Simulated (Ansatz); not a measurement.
# Loss of H2: C4H8O2 → C4H6O2 + H2

Species: C4H8O2 (2-methyl-1,3-dioxolane) `CC1OCCO1`, singlet; C4H6O2 (vinyl acetate) `C=COC(C)=O`, singlet; H2 (hydrogen), singlet. 

Shapes, held fixed at every level: PBE0-D4/def2-TZVP. Flexible molecules stand in one conformer, not always the lowest. Programs: Ansatz 0.2.0. The zero-point and thermal change to 298 K, harmonic and unscaled (PBE0-D4/def2-TZVP), is -32.7 kJ/mol.

```
                level                    kind  ΔH(298 K) (kJ/mol)  less CCSD(T)/CBS estimate
 r2SCAN-D4/def2-TZVPP                meta-GGA               +26.9                      -10.8
   PBE0-D4/def2-TZVPP           global hybrid               +50.9                      +13.2
r2SCAN0-D4/def2-TZVPP           global hybrid               +49.0                      +11.3
   wB97M-V/def2-TZVPP  range-separated hybrid               +38.1                       +0.4
   CCSD(T)/def2-TZVPP   coupled cluster or CI               +36.5                       -1.2
      CCSD/def2-TZVPP   coupled cluster or CI               +43.2                       +5.5
 CCSD(T)/CBS estimate   coupled cluster or CI               +37.7                        0.0
```

The highest level, CCSD(T)/CBS estimate, gives ΔH(298 K) = +37.7 kJ/mol; the levels span +26.9 to +50.9. The column of differences is taken from that level and isn't an error. No measured value is set beside it here. The CBS estimate extrapolates MP2 from def2-TZVPP and def2-QZVPP and adds CCSD(T) − MP2 in the triple-zeta set, cores frozen; for H2 it overshoots the exact energy by about 1 mEh.

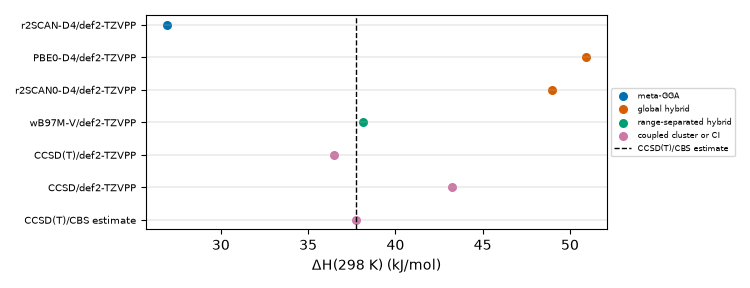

The values of the table, level by level.
